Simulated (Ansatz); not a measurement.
# A computed series for hypothetical diamond Ni: pressure series

The reference is Ni in the diamond structure (space group Fd-3m, No. 227; a = 5.007 Å; ferromagnetic; a hypothetical phase, not in the database extracts checked).

Cell and atoms are relaxed at each pressure.

The values are results of PBEsol, PAW, 420 eV (Ansatz, an electronic-structure program; spin-orbit coupling left out), not measurements.

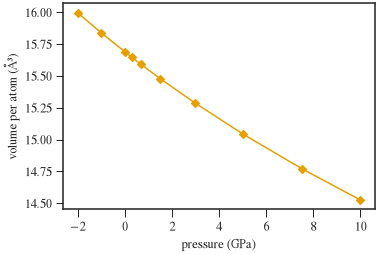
Figure: Volume per atom against pressure

```
pressure (GPa)  volume per atom
--------------  ---------------
-2                     16.00 Å³
-1                     15.84 Å³
0.3                    15.65 Å³
0.7                    15.59 Å³
1.5                    15.48 Å³
3                      15.29 Å³
5                      15.05 Å³
7.5                    14.77 Å³
10                     14.53 Å³
```

Other magnetic orders, which the real material may have, were not ruled out. Load acts through the strain it causes; cell and atoms are relaxed under it. Whether these cells are dynamically stable was not tested. Competing high-pressure phases were not computed.
